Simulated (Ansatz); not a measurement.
TiO2 (rutile), scan of one atom of the cell

Starting cell, TiO2 (rutile):

```
TiO2
1.0
    4.64343     0.00000     0.00000
    0.00000     4.64343     0.00000
    0.00000     0.00000     2.96381
Ti O
2 4
Direct
  0.00000   0.00000   0.00000
  0.50000   0.50000   0.50000
  0.30513   0.30513   0.00000
  0.80513   0.19487   0.50000
  0.19487   0.80513   0.50000
  0.69487   0.69487   0.00000
```

Scan: atom 2 (Ti, nearest neighbour O at 1.958 Å; its periodic images, 3.0 Å or more away, move with it) is displaced along Cartesian x, direction (1.000, 0.000, 0.000) in Cartesian axes, by s. The other atoms stay.

All values below come from PBE (plane waves to 420 eV, PAW, scalar-relativistic; Ansatz, a quantum-chemistry and plane-wave program). k mesh 6×6×9 (Γ-centred), Fermi-Dirac smearing 0.05 eV. E stands for the smeared free energy. TiO2 is run without spin polarisation. TiO2 was relaxed with its symmetry unable to fall. The zero of ΔE is the undisplaced structure.

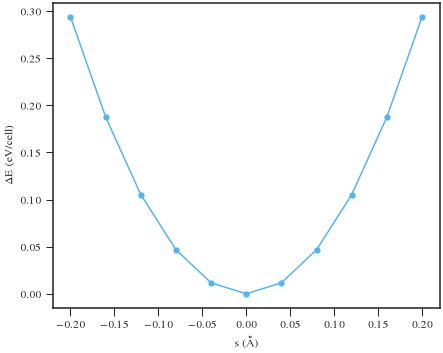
Figure: ΔE (eV/cell) against s (Å); markers are the computed points, lines only join them.

The energy at s = 0.200 Å is 294.0 meV/cell. The force along the line at s = -0.200 Å is 2.96 eV/Å and the force constant k = d²E/ds² at s = 0 (finite differences) is 14.6 eV/Å². Shape of the curve: a single well with its minimum at or next to zero displacement. Symmetry of the curve: even: the same for both signs.

With its periodic images moving along, the atom's site symmetry in this cell is mmm.

(For displaced atoms, the force is minus the slope of the energy, and its curvature is a force constant, which sets phonon frequencies.)
